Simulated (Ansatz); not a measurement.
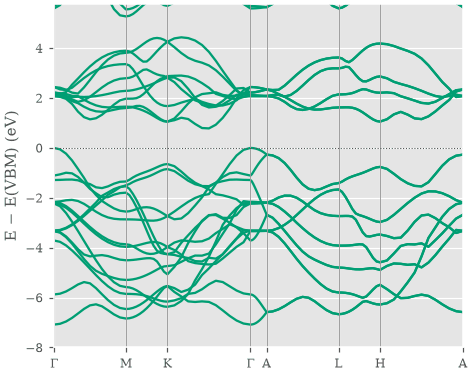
Fig. 1. Band structure from PBE+D3(BJ) in the plane-wave PAW code Ansatz

### Question
Read off the gap and where the band edges lie.

### Answer
About 0.8 eV (0.77 eV by a search for the band edges); maximum at Γ, minimum on the K–Γ line, 46 % of the way from K.

The material is MoS$_{2}$ in space group P6_3/mmc (No. 194; Mo on 2d, S on 4f).

The PBE+D3(BJ) relaxation kept the symmetry of its start; phonons on a q-mesh show no instability. The run is not spin-polarised. Scalar-relativistic: spin–orbit coupling is off unless named, which matters more the heavier the elements.

Potentials: the later of the program's two PAW sets.
